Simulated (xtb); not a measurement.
Geometry relaxation of C3H4F4O (part 3 of 3)

C3H4F4O (2,2,3,3-tetrafluoro-1-propanol), SMILES OCC(F)(F)C(F)F; GFN2-xTB (xtb 6.7.1). The geometry comes from this level: GFN2-xTB.

Geometry of the input (Å):
```
O  0.2171  1.7292  -0.6806
C  0.9544  0.5626  -0.4765
C  0.2409  -0.3700  0.5161
F  1.0119  -1.4406  0.8017
F  0.0623  0.2930  1.6961
C  -1.1464  -0.8079  0.0026
F  -1.0122  -1.4355  -1.1821
F  -1.7320  -1.6711  0.8485
H  0.2088  2.2544  0.1300
H  1.9603  0.7632  -0.0850
H  1.0367  0.0559  -1.4406
H  -1.8016  0.0668  -0.1302
```

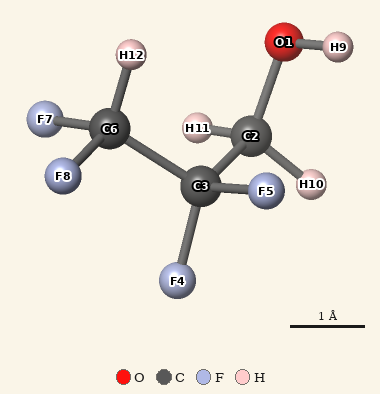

*The geometry at step 6 of the log (ball-and-stick view, seen at a tilt; atoms are numbered from 1 in the order of the input).*

Trajectory as extended XYZ, continued:
```
12
Properties=species:S:1:pos:R:3 step=5 energy=-855.70039
O     0.2172    1.7291   -0.6808
C     0.9532    0.5621   -0.4765
C     0.2393   -0.3691    0.5180
F     1.0115   -1.4382    0.8068
F     0.0582    0.2963    1.6958
C    -1.1470   -0.8099    0.0030
F    -1.0119   -1.4280   -1.1867
F    -1.7275   -1.6821    0.8431
H     0.2198    2.2614    0.1255
H     1.9595    0.7611   -0.0862
H     1.0337    0.0542   -1.4402
H    -1.8060    0.0631   -0.1219
12
Properties=species:S:1:pos:R:3 step=6 energy=-855.70039
O     0.2178    1.7290   -0.6814
C     0.9535    0.5618   -0.4765
C     0.2391   -0.3689    0.5180
F     1.0112   -1.4378    0.8076
F     0.0578    0.2972    1.6955
C    -1.1471   -0.8099    0.0031
F    -1.0125   -1.4260   -1.1876
F    -1.7265   -1.6839    0.8423
H     0.2197    2.2611    0.1251
H     1.9598    0.7609   -0.0862
H     1.0341    0.0537   -1.4401
H    -1.8069    0.0628   -0.1199
12
Properties=species:S:1:pos:R:3 step=7 energy=-855.70039
O     0.2181    1.7289   -0.6818
C     0.9536    0.5617   -0.4766
C     0.2391   -0.3687    0.5181
F     1.0111   -1.4377    0.8080
F     0.0576    0.2976    1.6954
C    -1.1472   -0.8098    0.0032
F    -1.0127   -1.4247   -1.1881
F    -1.7259   -1.6848    0.8417
H     0.2194    2.2609    0.1248
H     1.9598    0.7607   -0.0861
H     1.0343    0.0533   -1.4400
H    -1.8073    0.0627   -0.1188
```

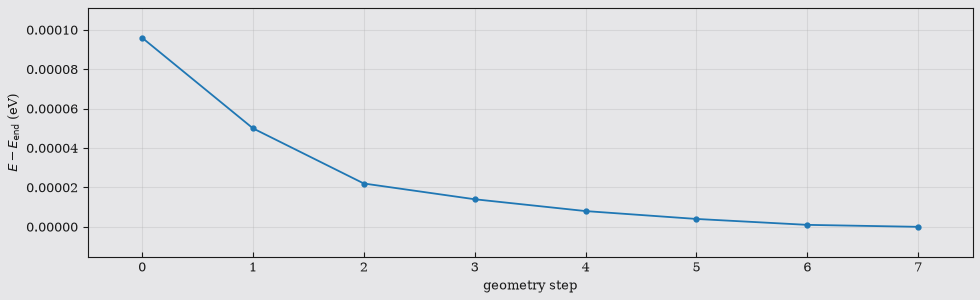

*Progress of the relaxation, step by step (steps are counted from 0).*

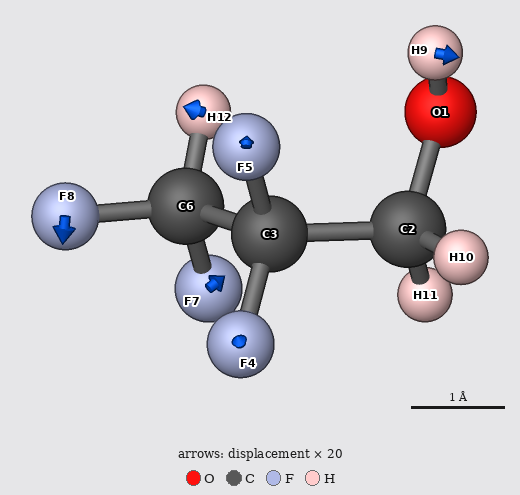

*The starting structure with the displacements as blue arrows, magnified 20 times (ball-and-stick view, seen at a tilt). The two geometries are laid on each other by the best rigid fit.*

The atom that moves furthest after the best rigid fit is F8 (0.016 Å). Largest moves by element: F 0.016 Å, H 0.014 Å, C 0.003 Å, O 0.002 Å. After 7 geometry steps the energy has fallen by next to nothing (0.0 eV). (Atoms are counted from 1 in the order of the input.)

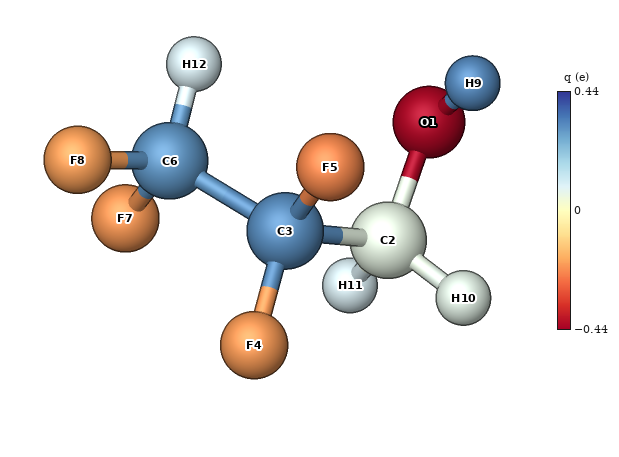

*Mulliken charges, as the colour of each atom (ball-and-stick view, seen at a tilt; atoms are numbered from 1 in the order of the input).*

By element: O −0.42, C +0.06 to +0.31, F −0.22 to −0.19 and H +0.07 to +0.32 e.
